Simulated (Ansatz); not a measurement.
# FCI/STO-3G run of CH3Te (SMILES C[Te])

Aim: the vertical ionisation energy of CH3Te at FCI/STO-3G, from 2 runs. 

Program for the calculation: Ansatz 0.2.0.

74 further runs of the same task are left out: 22 that didn't finish, 52 set aside as unsound or not needed.

### 1 The system as given

CH3Te: 5 atoms, total charge 0, spin state doublet. SMILES: `C[Te]`. The coordinates come from a PBE0-D4/def2-TZVP relaxation.

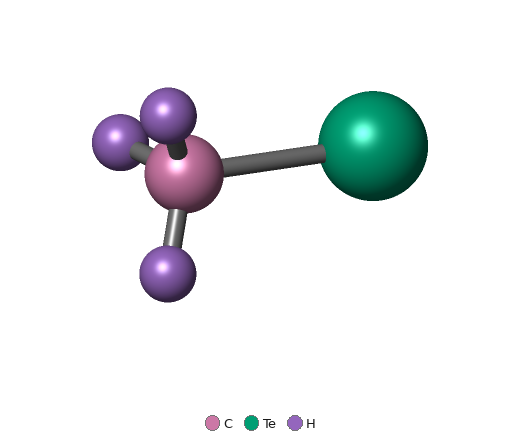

The structure, seen from a chosen angle (carbon pink, tellurium teal, hydrogen purple).

### 2 A single-point energy at FCI/STO-3G

in.yaml

```yaml
crystal:
  periodic: [false, false, false]
  atoms:
    - symbol: C
      position_ang: [-0.203900, -0.046100, -0.001400]
    - symbol: Te
      position_ang: [1.912000, 0.238200, 0.073400]
    - symbol: H
      position_ang: [-0.456800, -1.054800, 0.316200]
    - symbol: H
      position_ang: [-0.702500, 0.699400, 0.613500]
    - symbol: H
      position_ang: [-0.498800, 0.089500, -1.043200]
basis:
  gaussian:
    orbitals: STO-3G
magnetization:
  spin_polarized: true
  initial_magnetization: 1
correlation:
  method: fci
  frozen_orbitals: {C: 1, H: 0, Te: 18}
accuracy: high
```

Started as:

```console
$ ansatz run in.yaml --threads 1 --pin off --max-ram 2610MiB --events-out events.jsonl --progress --plain --runs-dir runs
```

The log of the run:

```text
Warning: RAYON_NUM_THREADS=1 ignored (pool sized by the plan → 1); use --threads N
Functional definition: HF
  name "HF"
  exchange = exact_x
  correlation = 0
486 factors; integrals over basis functions are off by at most 4.9e-9 eV
mean field evaluation 1: about -179220.5870 eV, gradient 9.3e0 eV
mean field evaluation 2: about -179220.6618 eV, gradient 9.3e0 eV
mean field evaluation 4: about -179221.5771 eV, gradient 7.8e-1 eV
mean field evaluation 8: about -179221.5877 eV, gradient 1.2e-2 eV
mean field evaluation 16: about -179221.5833 eV, gradient 3.8e-2 eV
mean field evaluation 32: about -179221.5876 eV, gradient 8.4e-3 eV
mean field -179221.58770900 eV, -6586.2718675503 hartree, gradient 1.7e-8 eV, S^2 0.754963; 4 other end points of the search recorded, 0 dependent functions left out
19 core orbitals not correlated: weight in the atoms' cores, before any rotation towards them, 1.000 or more for the frozen orbitals, at most 0.000 for the correlated occupied ones
reference -179221.56593715 eV, -6586.2710674497 hartree; 12, 11 occupied and 4, 5 virtual orbitals, 486 factors
state -179223.98742937 eV, -6586.3600556474 hartree
Total energy: -179223.98742937 eV, -6586.3600556474 hartree
```

Run time: 95 s. Hardware: 1 thread of Intel Xeon Platinum 8259CL at 2.50GHz (Skylake/Cascade Lake), shared host; peak memory 1.2 GiB.

### 3 The singlet cation, same level

input.yaml

```yaml
crystal:
  periodic: [false, false, false]
  atoms:
    - {symbol: C, position_ang: [-0.203900, -0.046100, -0.001400]}
    - {symbol: Te, position_ang: [1.912000, 0.238200, 0.073400]}
    - {symbol: H, position_ang: [-0.456800, -1.054800, 0.316200]}
    - {symbol: H, position_ang: [-0.702500, 0.699400, 0.613500]}
    - {symbol: H, position_ang: [-0.498800, 0.089500, -1.043200]}
basis:
  gaussian:
    orbitals: STO-3G
accuracy: high
correlation:
  method: fci
  frozen_orbitals: {C: 1, H: 0, Te: 18}
total_charge: 1
```

Started as:

```console
$ ansatz run input.yaml --threads 1 --pin off --max-ram 2610MiB --events-out events.jsonl --progress --plain --runs-dir runs
```

The log of the run:

```text
Warning: RAYON_NUM_THREADS=1 ignored (pool sized by the plan → 1); use --threads N
[... 4 set-up lines as earlier in the session ...]
486 factors; integrals over basis functions are off by at most 4.9e-9 eV
mean field evaluation 1: about -179213.8275 eV, gradient 8.4e0 eV
mean field evaluation 2: about -179213.8900 eV, gradient 8.4e0 eV
mean field evaluation 4: about -179214.1790 eV, gradient 8.0e-1 eV
mean field evaluation 8: about -179214.1842 eV, gradient 1.7e-4 eV
mean field evaluation 16: about -179214.1840 eV, gradient 1.9e-1 eV
mean field -179214.18422272 eV, -6585.9997944481 hartree, gradient 1.5e-8 eV, S^2 0.000000; 4 other end points of the search recorded, 0 dependent functions left out; unrestricted orbitals would lower it
mean field evaluation 32: about -179214.2141 eV, gradient 1.0e1 eV
unrestricted determinant -179215.53937523 eV, -6586.0495953840 hartree, S^2 1.0000
19 core orbitals not correlated: weight in the atoms' cores, before any rotation towards them, 1.000 or more for the frozen orbitals, at most 0.000 for the correlated occupied ones
reference -179214.18422272 eV, -6585.9997944481 hartree; 11, 11 occupied and 5, 5 virtual orbitals, 486 factors
state -179217.21667928 eV, -6586.1112351709 hartree
Total energy: -179217.21667928 eV, -6586.1112351709 hartree
```

It took 3.4 min on 1 thread of Intel Xeon Platinum 8259CL at 2.50GHz (Skylake/Cascade Lake), shared host; peak memory 1.8 GiB.

### 4 Results

At FCI/STO-3G, 19 core orbitals frozen:

```
                                                    quantity           value
                                 doublet CH3Te: total energy  -6586.36006 Eh
 doublet CH3Te: correlation energy (19 core orbitals frozen)       -89.0 mEh
                                singlet cation: total energy  -6586.11124 Eh
singlet cation: correlation energy (19 core orbitals frozen)      -111.4 mEh
          vertical ionisation energy (to the singlet cation)        6.771 eV
```

What this shows: Removing an electron at fixed nuclei costs 6.77 eV (156 kcal/mol). Only the singlet of the ionised species was computed; a triplet could lie lower. In a minimal basis such a difference can be off by several eV, whatever the method. Relativity is left out (doublet CH3Te) although the molecule holds a heavy atom. The restricted solution (singlet cation) is unstable to spin breaking: an unrestricted one lies lower. Relativity is left out (singlet cation) although the molecule holds a heavy atom.
